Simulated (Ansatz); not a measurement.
Si8O16F (charge −1): geometry relaxation (part 2 of 2)

Continued. System: Si8O16F (defect cell, 25 atoms in the cell, total charge −1). Method: DFT PBE-D3(BJ), scalar-relativistic, plane waves, PAW, no spin polarisation (Ansatz 0.2.0); cutoff 420 eV, 2×2×3 k-mesh, Gaussian smearing of 0.02 eV. The structure derives from an entry of the Crystallography Open Database. It belongs to a series of runs on one base structure; here: end point A relaxed.

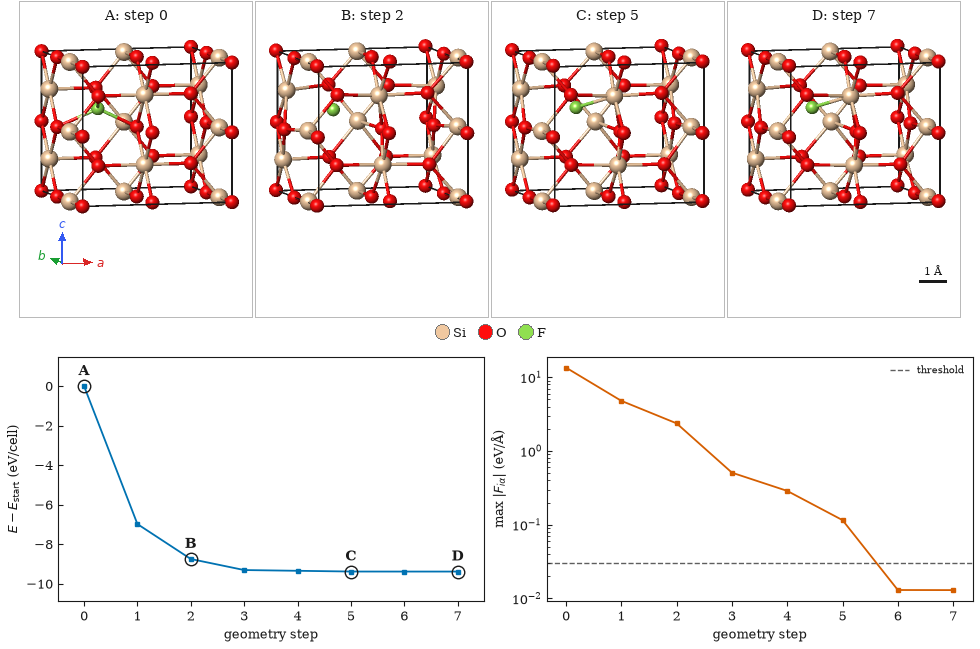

Fig. 1: Frames of the relaxation (ball-and-stick view of the cell of the calculation (origin shifted), seen slightly off an axis) above the curves, on which the letters mark them (the first geometry is step 0 here and step 1 in the log).

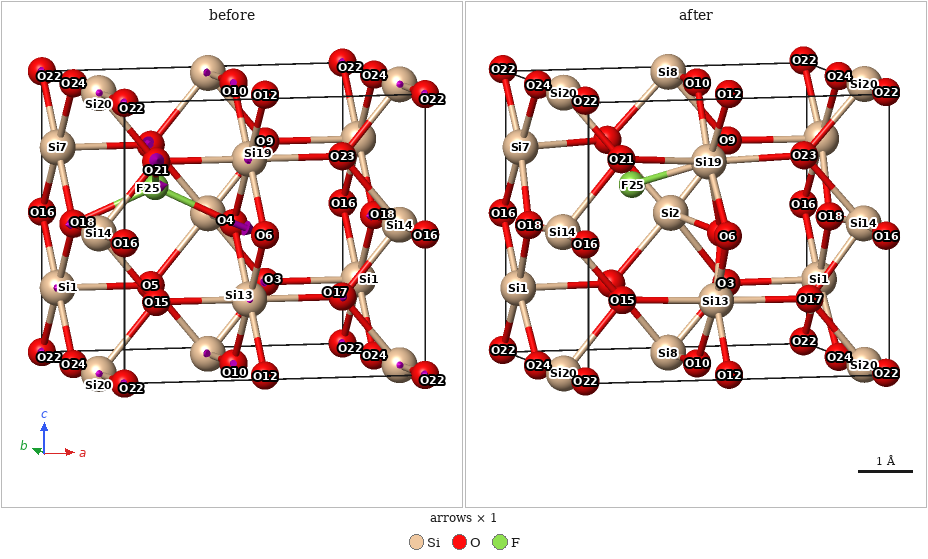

Fig. 2: Before (left) and after (right) the relaxation, at one scale (ball-and-stick view of the cell of the calculation (origin shifted), seen slightly off an axis). The pink arrows give the displacements, at true length. After 7 geometry steps the energy has fallen by 9.377 eV per cell of the calculation. Largest force component: 13 eV/Å at the start, 0.013 eV/Å at the end. O4 moves most: 0.53 Å. Largest moves by element: O 0.53 Å, F 0.25 Å, Si 0.14 Å. The lattice vectors keep their values. Distances before and after: O18–F25 1.691 → 2.084 Å, O21–F25 1.579 → 1.955 Å, Si19–F25 2.114 → 1.769 Å, O11–F25 1.691 → 2.013 Å. Among the angles that change: O4–Si19–O21 90.0° → 118.4°, O4–Si2–O11 90.0° → 116.0°, O21–Si19–O23 180.0° → 159.5°. (Atoms are counted from 1 in the order of the input.)

```
SCF converged after 3 iterations
Free energy (F): -14980.571395 eV
Harris-Foulkes:  -14980.571395 eV  (|F-HF|=6.67e-9)
Internal energy: -14980.571395 eV  (E = F + TS)
E sigma→0 (E₀):  -14980.571395 eV
Fermi energy:    14.535971 eV
--- Per-component energies (eV) ---
  E_band       = 390.806724
  E_kinetic    = 3524.262643
  E_local      = -5178.700620  (includes V_loc(G=0)·N_el)
  E_nonlocal   = 1030.641799
  E_hartree    = 1873.320400
  E_xc         = -1748.284636
  E_vxc        = -2048.289148  (∫ρ·V_xc dr)
  E_paw        = -6854.130187  (= ΣΔE_a)
  E_vpaw       = -683.791897  (= ΣTr[D̂ρ^β])
  E_aug_tail   = 0.043267  (compensation charges beyond the density's cutoff)
  E_ewald      = -7621.610763
  E_disp       = -6.113299  (pairwise vdW)
  E_smearing   = -0.000000  (= −TS)
  E_closure    = -0.000000  (closes the sum)
  E_deformation_potential = -20.145192  (in the stress; not in F)
  Σ components = -14980.571395   (vs F -14980.571395, Δ=0.00e0)
--- Forces (eV/Å), atoms counted from 1 ---
  atom   1  Si     0.00305215     0.00146974    -0.00345433
  atom   2  Si     0.00087734     0.00058556    -0.00558729
  atom   3  O      0.00313066     0.00057870     0.00180659
  atom   4  O      0.00254003     0.00876296     0.00448696
  atom   5  O     -0.00224261    -0.00066273    -0.00005913
  atom   6  O     -0.00347693     0.00096085    -0.00659917
  atom   7  Si     0.00113625     0.00093344    -0.00202814
  atom   8  Si    -0.00918590    -0.00589149     0.00500421
  atom   9  O      0.00073513     0.00208615    -0.00179786
  atom  10  O      0.00173137     0.00201333    -0.00635437
  atom  11  O      0.00138723     0.00534947     0.00714415
  atom  12  O     -0.00169551    -0.00725792     0.00141782
  atom  13  Si    -0.00247029    -0.00536433     0.00917503
  atom  14  Si     0.01048452     0.00959732    -0.00655828
  atom  15  O      0.00234296    -0.00178908     0.00678496
  atom  16  O      0.00453859    -0.00145515    -0.00216129
  atom  17  O     -0.00123288     0.00121525     0.00741637
  atom  18  O     -0.00308939     0.00204227     0.00087169
  atom  19  Si    -0.00143004    -0.00954191    -0.00527673
  atom  20  Si    -0.01163950     0.00233639     0.00260392
  atom  21  O      0.01281267    -0.01299176    -0.00429112
  atom  22  O      0.00283047    -0.00012369     0.00309995
  atom  23  O     -0.00408258     0.00056108    -0.00066930
  atom  24  O     -0.00537726    -0.00125477    -0.00355242
  atom  25  F     -0.00164414     0.00787365    -0.00142110
  max |Σ_I F_I| component: 3.33e-5 eV/Å
--- Relaxed structure (8 steps of the walk, 8 accepted, 0 SCFs on fresh bases) ---
  F+E_penalty+E_count = -14980.57139547 eV   max|allowed force component| = 1.299e-2 eV/Å
  atoms:
    - { symbol: Si, position: [0.48668476566865004, 0.49192675794732477, 0.0007034645963896175] }
    - { symbol: Si, position: [-0.005127380080163002, 0.49606514210952524, 0.2523627358789394] }
    - { symbol: O, position: [0.1864148023825557, 0.5203890664252083, -0.005755509486798179] }
    - { symbol: O, position: [0.08193061369659022, 0.20323071518007918, 0.21182164927293015] }
    - { symbol: O, position: [0.7973524509604197, 0.4981449778715863, 0.006106145811081791] }
    - { symbol: O, position: [-0.0019776813557674244, 0.8157540090464266, 0.24618449143265833] }
    - { symbol: Si, position: [0.49600586280414644, 0.49898915126980864, 0.5009967675288186] }
    - { symbol: Si, position: [-0.0074685437458450465, 0.5175423114127807, 0.7522241295207284] }
    - { symbol: O, position: [0.18767710787025862, 0.5073927252143748, 0.5028959287342336] }
    - { symbol: O, position: [0.002492195465146549, 0.20516227421308164, 0.7487783285153389] }
    - { symbol: O, position: [0.7994005992014963, 0.5519066724954065, 0.5122083099713576] }
    - { symbol: O, position: [0.0022365778179954665, 0.8180563238568909, 0.7517259332637136] }
    - { symbol: Si, position: [0.011485701221258422, 0.007364490936150367, -0.005495381810603332] }
    - { symbol: Si, position: [0.4975894436902314, -0.009012791060129893, 0.25597705241311985] }
    - { symbol: O, position: [0.6983718603959868, 0.0029091092057174084, 0.0061791217467768245] }
    - { symbol: O, position: [0.48894658158012866, 0.6876122790366054, 0.2464892395337422] }
    - { symbol: O, position: [0.31501459998372705, -0.018434669161763756, -0.005834224844625907] }
    - { symbol: O, position: [0.47090860614658314, 0.30445333498190086, 0.24681217095882846] }
    - { symbol: Si, position: [-0.009617822497363277, 0.018486777729919236, 0.4884089326451207] }
    - { symbol: Si, position: [0.49892822574249385, -0.014540448899438868, 0.7529811920867954] }
    - { symbol: O, position: [0.677054138699811, -0.06327213278445692, 0.5160649514814765] }
    - { symbol: O, position: [0.4873206405984394, 0.6813978469908764, 0.7590382877078313] }
    - { symbol: O, position: [0.3000317257815366, -0.006705936315750699, 0.5045314966735988] }
    - { symbol: O, position: [0.4985868815113286, 0.29655311353226976, 0.746556863803716] }
    - { symbol: F, position: [0.7924927464603538, 0.22741779876560597, 0.3895293225648313] }
```

Trajectory as extended XYZ (Å, eV, eV/Å), 4 of the 8 frames kept, from step=1 to step=8
```
25
Lattice="-4.1501 -4.1501 0.0000 4.1501 -4.1501 0.0000 0.0000 0.0000 5.3150" Properties=species:S:1:pos:R:3:forces:R:3 step=1 energy=-14971.19446
Si    0.0000   -4.1501    0.0000   -0.4768   0.7291   0.6695
Si    2.0751   -2.0751    1.3288   -0.0524   1.3518   0.5033
O     1.2845   -2.8656    0.0000   -0.1245  -0.6163  -0.3643
O     0.7906   -0.7906    1.3288  -10.5204  -7.2257  -6.6220
O    -1.2845   -5.4346    0.0000    0.7828   0.5409  -0.1821
O     3.3595   -3.3595    1.3288   -1.0765   0.8531  -0.2272
Si    0.0000   -4.1501    2.6575   -1.2922  -0.0801  -0.4538
Si    2.0751   -2.0751    3.9863    0.7279   0.5328  -0.7299
O     1.2845   -2.8656    2.6575   -0.8126  -1.0248   0.1964
O     0.7906   -0.7906    3.9863    0.4701  -0.8329   0.3203
O    -1.2845   -5.4346    2.6575    5.8777  -8.8374   4.7565
O     3.3595   -3.3595    3.9863   -0.6816   0.1725   0.3946
Si    0.0000    0.0000    0.0000    0.5794  -0.8728   0.7971
Si   -2.0751   -2.0751    1.3288   -0.0882  -1.2594   0.6190
O    -2.8656   -2.8656    0.0000   -0.8049  -0.5243  -0.1723
O     0.7906   -4.9407    1.3288    0.9954  -0.7691  -0.2224
O    -1.2845   -1.2845    0.0000    0.0827   0.6083  -0.4010
O    -0.7906   -3.3595    1.3288    8.8333   5.2272  -5.1204
Si    0.0000    0.0000    2.6575    1.4679  -0.0101  -0.5102
Si   -2.0751   -2.0751    3.9863   -0.9864  -0.5400  -0.9340
O    -2.8656   -2.8656    2.6575   -7.8610  13.4939   7.4551
O     0.7906   -4.9407    3.9863    0.5239   0.0849   0.5089
O    -1.2845   -1.2845    2.6575    0.9055   1.0870   0.1877
O    -0.7906   -3.3595    3.9863   -0.5004   0.8345   0.2820
F    -2.1329   -4.1149    2.0276    4.0308  -2.9237  -0.7511
25
Lattice="-4.1501 -4.1501 0.0000 4.1501 -4.1501 0.0000 0.0000 0.0000 5.3150" Properties=species:S:1:pos:R:3:forces:R:3 step=3 energy=-14979.93648
Si    0.0160   -4.0087   -0.0149    1.7658  -1.1164  -0.3243
Si    2.1166   -1.9863    1.3701   -0.2384  -2.2350  -0.3158
O     1.4055   -2.8867   -0.0284   -0.4671   0.4630   0.2619
O     0.5507   -1.0748    1.2415    0.5545  -0.2441   0.0857
O    -1.2350   -5.3404    0.0316   -0.0974  -0.0447   0.0839
O     3.3530   -3.3902    1.3028    0.4943  -0.1647   0.2263
Si   -0.0855   -4.1009    2.6231    2.2662  -0.3588   0.3096
Si    2.2118   -2.0909    4.0089   -0.9106  -1.8506   0.3678
O     1.3250   -2.8838    2.6945    0.0536   0.4671  -0.3082
O     0.8715   -0.8548    3.9698    0.1027   0.1096  -0.2764
O    -1.0282   -5.6486    2.7468    0.2929   0.4485  -0.1061
O     3.3528   -3.4674    4.0217    0.4569   0.3766  -0.2610
Si   -0.0142   -0.1383   -0.0115   -2.0061   1.1295  -0.4572
Si   -2.1307   -2.1610    1.3646    0.4955   2.2804  -0.3355
O    -2.9186   -2.9536    0.0188    0.0321  -0.0505   0.2128
O     0.8016   -4.9037    1.2988   -0.4586   0.0789   0.2570
O    -1.4045   -1.2666   -0.0365    0.4223  -0.4740   0.3324
O    -0.5639   -3.0935    1.2478   -0.5026   0.2602   0.0629
Si    0.1022   -0.0487    2.6216   -2.3676   0.4203   0.2587
Si   -2.2149   -2.0575    3.9977    1.1420   1.9547   0.4872
O    -3.1368   -2.6298    2.7418   -0.3923  -0.3840   0.0991
O     0.7942   -4.8295    4.0225   -0.3908  -0.3719  -0.2825
O    -1.3277   -1.2602    2.6864   -0.0782  -0.5573  -0.2235
O    -0.8771   -3.3006    3.9619   -0.0642  -0.0334  -0.2024
F    -2.0968   -4.1402    1.9814   -0.1048  -0.1035   0.0477
25
Lattice="-4.1501 -4.1501 0.0000 4.1501 -4.1501 0.0000 0.0000 0.0000 5.3150" Properties=species:S:1:pos:R:3:forces:R:3 step=6 energy=-14980.57005
Si    0.0194   -4.0634    0.0037   -0.0115   0.0042   0.0193
Si    2.0806   -2.0477    1.3393    0.0334  -0.0020  -0.0582
O     1.3868   -2.9378   -0.0324   -0.0014   0.0070   0.0200
O     0.5123   -1.1852    1.1263   -0.0044  -0.0109   0.0434
O    -1.2432   -5.3792    0.0321    0.0084   0.0038   0.0051
O     3.3971   -3.3783    1.3079   -0.0071  -0.0104   0.0120
Si    0.0113   -4.1306    2.6633    0.0000  -0.0083  -0.0338
Si    2.1773   -2.1191    3.9966    0.0185  -0.0143   0.0371
O     1.3263   -2.8903    2.6729    0.0214   0.0177  -0.0046
O     0.8424   -0.8649    3.9811    0.0004   0.0086  -0.0518
O    -1.0374   -5.6046    2.7177   -0.0188   0.0129  -0.0145
O     3.3892   -3.4042    3.9952   -0.0276  -0.0070   0.0082
Si   -0.0118   -0.0792   -0.0282   -0.0342   0.0060  -0.0377
Si   -2.1037   -2.0284    1.3618    0.0055   0.0051   0.0055
O    -2.8852   -2.9091    0.0322    0.0047  -0.0097   0.0097
O     0.8244   -4.8835    1.3089   -0.0260   0.0140   0.0101
O    -1.3807   -1.2307   -0.0291    0.0080   0.0106   0.0054
O    -0.6916   -3.2200    1.3121    0.0467   0.0317  -0.0215
Si    0.1215   -0.0361    2.5961   -0.0476   0.0154   0.0467
Si   -2.1285   -2.0074    4.0023   -0.0566  -0.0108  -0.0041
O    -3.0784   -2.5364    2.7461    0.0078   0.0544   0.0342
O     0.8023   -4.8509    4.0357    0.0060   0.0099  -0.0051
O    -1.2712   -1.2165    2.6807    0.0236   0.0097   0.0002
O    -0.8405   -3.2996    3.9680    0.0192  -0.0220  -0.0092
F    -2.3516   -4.2132    2.0727    0.0315  -0.1154  -0.0164
25
Lattice="-4.1501 -4.1501 0.0000 4.1501 -4.1501 0.0000 0.0000 0.0000 5.3150" Properties=species:S:1:pos:R:3:forces:R:3 step=8 energy=-14980.57140
Si    0.0218   -4.0613    0.0037    0.0031   0.0015  -0.0035
Si    2.0800   -2.0374    1.3413    0.0009   0.0006  -0.0056
O     1.3860   -2.9333   -0.0306    0.0031   0.0006   0.0018
O     0.5034   -1.1834    1.1258    0.0025   0.0088   0.0045
O    -1.2417   -5.3764    0.0325   -0.0022  -0.0007  -0.0001
O     3.3937   -3.3773    1.3085   -0.0035   0.0010  -0.0066
Si    0.0124   -4.1293    2.6628    0.0011   0.0009  -0.0020
Si    2.1788   -2.1169    3.9981   -0.0092  -0.0059   0.0050
O     1.3269   -2.8846    2.6729    0.0007   0.0021  -0.0018
O     0.8411   -0.8618    3.9798    0.0017   0.0020  -0.0064
O    -1.0271   -5.6081    2.7224    0.0014   0.0053   0.0071
O     3.3857   -3.4043    3.9954   -0.0017  -0.0073   0.0014
Si   -0.0171   -0.0782   -0.0292   -0.0025  -0.0054   0.0092
Si   -2.1025   -2.0276    1.3605    0.0105   0.0096  -0.0066
O    -2.8862   -2.9104    0.0328    0.0023  -0.0018   0.0068
O     0.8245   -4.8828    1.3101    0.0045  -0.0015  -0.0022
O    -1.3838   -1.2308   -0.0310   -0.0012   0.0012   0.0074
O    -0.6908   -3.2178    1.3118   -0.0031   0.0020   0.0009
Si    0.1166   -0.0368    2.5959   -0.0014  -0.0095  -0.0053
Si   -2.1309   -2.0103    4.0021   -0.0116   0.0023   0.0026
O    -3.0724   -2.5473    2.7429    0.0128  -0.0130  -0.0043
O     0.8054   -4.8503    4.0343    0.0028  -0.0001   0.0031
O    -1.2730   -1.2173    2.6816   -0.0041   0.0006  -0.0007
O    -0.8385   -3.2999    3.9680   -0.0054  -0.0013  -0.0036
F    -2.3451   -4.2327    2.0703   -0.0016   0.0079  -0.0014
```

Results in brief

```csv
quantity,value
outcome,converged
electrons treated,136
free energy,−14980.5714 eV
Fermi energy,14.536 eV
final volume,183.08 Å³
largest force (length of the vector) at the end,0.019 eV/Å
wall time,27 s (CPU time 51 s)
peak memory,0.58 GiB
```

Notes

The k-point mesh is coarse for a cell of this size, so the results may not be converged.
